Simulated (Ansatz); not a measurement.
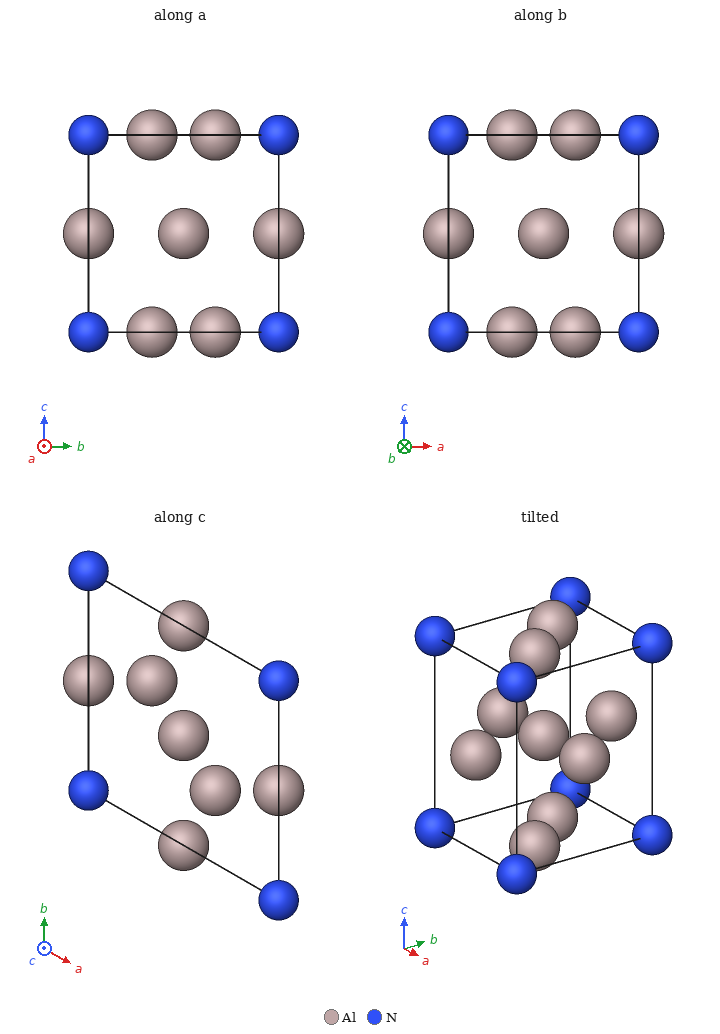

We look at a spheres-only model of the crystal along the a axis, along the b axis, along the c axis and slightly off an axis. The edges of the conventional unit cell are marked.

Lattice parameters: a = 5.1938 Å, b = 5.1938 Å, c = 4.6624 Å, α = 90.000°, β = 90.000°, γ = 120.000°.

Question: Write down what is shown as a CIF in P1 with every atom of the cell.

Answer:
```cif
data_structure
_symmetry_space_group_name_H-M 'P 1'
_symmetry_Int_Tables_number 1
_cell_length_a 5.1938
_cell_length_b 5.1938
_cell_length_c 4.6624
_cell_angle_alpha 90.000
_cell_angle_beta 90.000
_cell_angle_gamma 120.000
_cell_volume 108.92
loop_
_atom_site_label
_atom_site_type_symbol
_atom_site_fract_x
_atom_site_fract_y
_atom_site_fract_z
_atom_site_occupancy
Al1 Al 0.0000 0.5000 0.5000 1
Al2 Al 0.3333 0.6667 0.0000 1
Al3 Al 0.6667 0.3333 0.0000 1
Al4 Al 0.5000 0.0000 0.5000 1
Al5 Al 0.5000 0.5000 0.5000 1
N1 N 0.0000 0.0000 0.0000 1
```

Provenance: a structure type filled with these elements by a generator (whether the compound takes this form wasn't checked). This is the structure after a relaxation with DFT PBE, scalar-relativistic, plane waves, PAW in Ansatz 0.2.0.
